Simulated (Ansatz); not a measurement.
The calculation's input:

```
crystal:
  periodic: [false, false, false]
  atoms:
    - { symbol: Sn, position_ang: [0.0, 0.0, 0.0] }
    - { symbol: H, position_ang: [0.0, 0.0, 1.99] }
    - { symbol: Cl, position_ang: [2.2726, 0.0, -0.8025] }
    - { symbol: O, position_ang: [-0.9232, 1.5994, -0.6527] }
    - { symbol: H, position_ang: [-1.881, 1.3686, -0.8751] }
    - { symbol: O, position_ang: [-0.9232, -1.5994, -0.6527] }
    - { symbol: H, position_ang: [-1.3778, -2.065, 0.1197] }
    - { symbol: O, position_ang: [0.0, 0.0, 3.3] }
    - { symbol: H, position_ang: [-0.5144, -0.8011, 3.6371] }
magnetization:
  spin_polarized: true
  initial_magnetization: 1
basis:
  gaussian: { orbitals: def2-SVP }
hamiltonian:
  xc: pbe0
  dispersion: d4
relax:
  f_tol: 0.15
  max_steps: 25
  restrain:
    - { distance: [1, 7], at: 2.21, k: 30.0 }
    - { distance: [0, 1], at: 1.74, k: 30.0 }
output:
  orbitals: {}
```

Command:

```sh
ansatz run input.yaml --threads 4 --pin off --max-ram 5120MiB --backend cpu --events-out ev --progress --plain --runs-dir out
```

The fields are those of the run's last geometry, not of the input's.

Core potentials replace the inner electrons of Sn.

Theory: UKS PBE0-D4/def2-SVP (Ansatz).

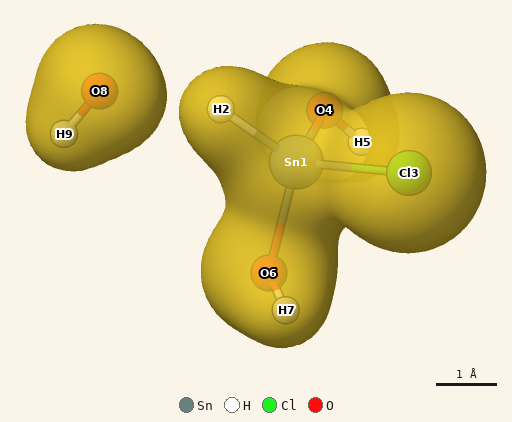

ClH3O2Sn···OH (doublet). Isosurface of the electron density at 0.15 e/Å³ (yellow), seen at a tilt.

### Which contacts does the surface bridge?

At this value the surface falls into two separate pieces. It bridges the sampled Sn–O (1.96 Å), Sn–Cl (2.35 Å) and O–H (0.97 Å) contacts, where the density stays above the isovalue. It is pinched off along the sampled O···H (2.21 Å) contacts. On the grid the lowest density along these lines, outside the cores, is 0.11 e/Å³ (O···H, 2.21 Å), 0.75 e/Å³ (Sn–O, 1.96 Å), 0.52 e/Å³ (Sn–Cl, 2.35 Å) and 2.3 e/Å³ (O–H, 0.97 Å).
